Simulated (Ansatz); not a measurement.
Consider C2H3O3Si (SMILES [C]#C[Si](O)(O)O) (doublet).

Input

```
crystal:
  periodic: [false, false, false]
  atoms:
    - {symbol: C, position_ang: [1.915464, -1.943839, 0.552311]}
    - {symbol: C, position_ang: [1.082821, -1.095826, 0.309871]}
    - {symbol: Si, position_ang: [-0.177953, 0.186731, -0.056298]}
    - {symbol: O, position_ang: [0.511387, 1.654868, -0.012521]}
    - {symbol: O, position_ang: [-0.802507, -0.070249, -1.531600]}
    - {symbol: O, position_ang: [-1.362622, 0.114733, 1.050038]}
    - {symbol: H, position_ang: [1.256531, 1.825922, -0.589970]}
    - {symbol: H, position_ang: [-1.206271, -0.919733, -1.714032]}
    - {symbol: H, position_ang: [-1.128348, 0.201293, 1.975001]}
basis:
  gaussian: {orbitals: def2-TZVPP}
magnetization: {spin_polarized: true, initial_magnetization: 1}
hamiltonian: {xc: pbe0, dispersion: d4}
output: {orbitals: {seedname: orbitals}}
```

Launched as:

```sh
ansatz run in.yaml --threads 2 --pin off --events-out ev --progress --plain --max-ram 32768MiB --backend cpu
```

Geometry: PBE0-D4/def2-TZVP.

Method: UKS PBE0-D4/def2-TZVPP (Ansatz 0.2.0).

Predict the electron density, electron localisation function and spin density between the atoms.

C–C (1.21 Å): the density is about 2.7 e/Å³ at the midpoint; the ELF peaks at about 0.80 between the atoms; a short, multiple covalent bond.
Si–O (1.62 Å): ρ is about 1.3 e/Å³ halfway; the ELF peaks at about 0.90 between the atoms, as expected for a polar covalent bond.
C–Si (1.84 Å): the density is about 0.97 e/Å³ at the midpoint; the ELF peaks at about 0.95 between the atoms, as expected for localised, covalent bonding.
The unpaired spin (1 electron) lies mostly on C1 (about 1.1), in electrons by Hirshfeld's partition, with opposite, polarisation-induced spin on C2.

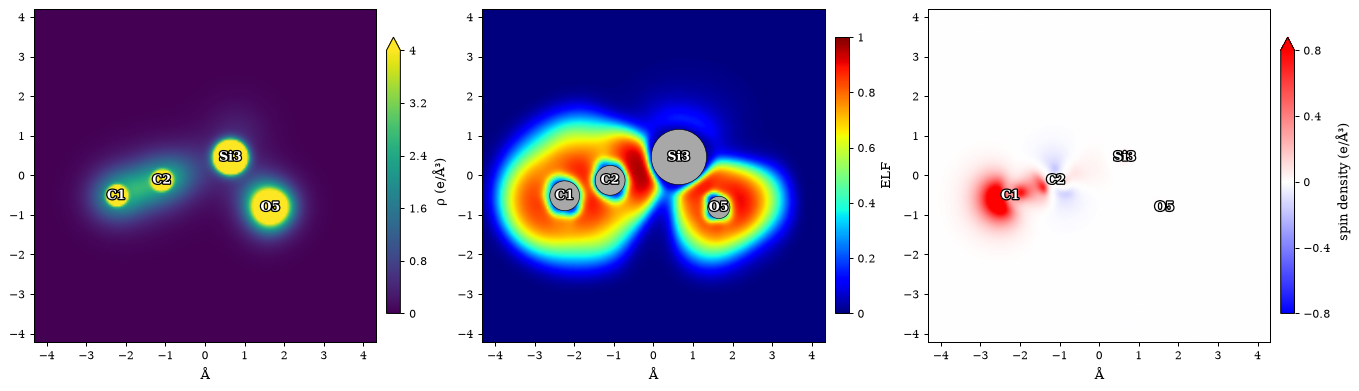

Computed electron density, electron localisation function and spin density on the plane of atoms C2, Si3 and O5, in this order. Grey discs cover the atomic cores in the ELF map. 
